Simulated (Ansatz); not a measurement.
# C2H3OSi: the cost of one run

All numbers below are computed with Ansatz 0.2.0 (RHF/6-31G*).

### Step 1. Starting point

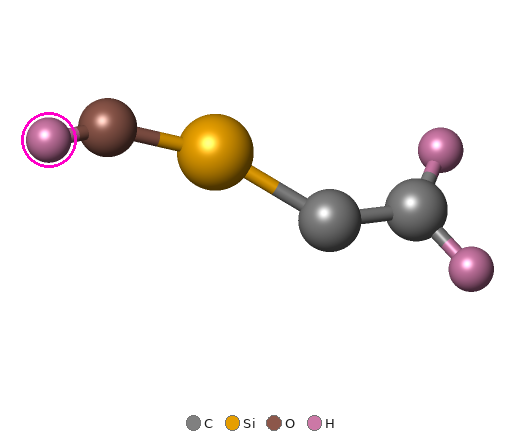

The starting structure, seen from a chosen angle (carbon grey, silicon amber, oxygen brown, hydrogen pink). Ringed: H7.

As a file:

```xyz
7

C    -0.8470    1.5865   -0.1864
C    -0.1562    0.5136   -0.5120
Si    0.4317   -0.9458    0.3028
O     1.1550   -2.2985    0.4662
H    -1.0134    2.3026   -0.9834
H    -1.2794    1.8618    0.7675
H     1.7094   -3.0202    0.1453
```

### Step 2. End point A

Input file input.yaml:

```yaml
crystal:
  periodic: [false, false, false]
  atoms:
    - { symbol: C, position_ang: [-0.847, 1.5865, -0.1864] }
    - { symbol: C, position_ang: [-0.15623, 0.51364, -0.51202] }
    - { symbol: Si, position_ang: [0.43174, -0.94576, 0.30282] }
    - { symbol: O, position_ang: [1.15497, -2.29849, 0.46621] }
    - { symbol: H, position_ang: [-1.01345, 2.30258, -0.98342] }
    - { symbol: H, position_ang: [-1.27938, 1.86177, 0.76747] }
    - { symbol: H, position_ang: [1.70936, -3.02024, 0.14533] }
total_charge: 1
basis:
  gaussian: { orbitals: "6-31G*" }
hamiltonian:
  xc: hf
relax:
  f_tol: 0.02
  max_steps: 50
```

Launch:

```
$ ansatz run input.yaml --threads 1 --pin off --max-ram 2048MiB --backend cpu --events-out ev --progress --plain --runs-dir out
```

**Question.** How long does this run take on 1 thread of Arm Neoverse V2, shared host, and how much memory does it need?

About 14 s, with a peak of 0.12 GiB.
